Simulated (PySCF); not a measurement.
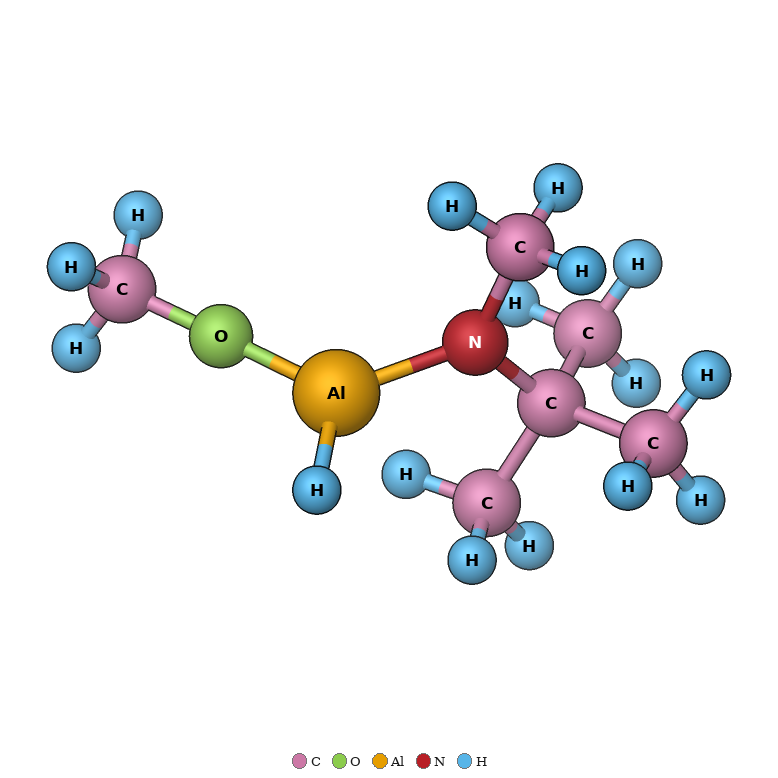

The geometry was computed by an optimisation with GFN2-xTB. No frequency run is at hand to confirm it as a minimum. Method: PBE0/pcSseg-1, gas phase (PySCF 2.14.0).

Computed properties:

The species is C₆H₁₆AlNO (`C[O][AlH][N](C)C(C)(C)C`).
- dipole moment: 1.16 D
- HOMO energy (Kohn–Sham orbital): −5.76 eV
- LUMO energy (Kohn–Sham orbital): 0.17 eV
- HOMO–LUMO gap: 5.93 eV

The geometry is semi-empirical. Around Al such bond lengths and angles can be off by a tenth of an ångström or more and by several degrees, and values that hang on the shape move with them.
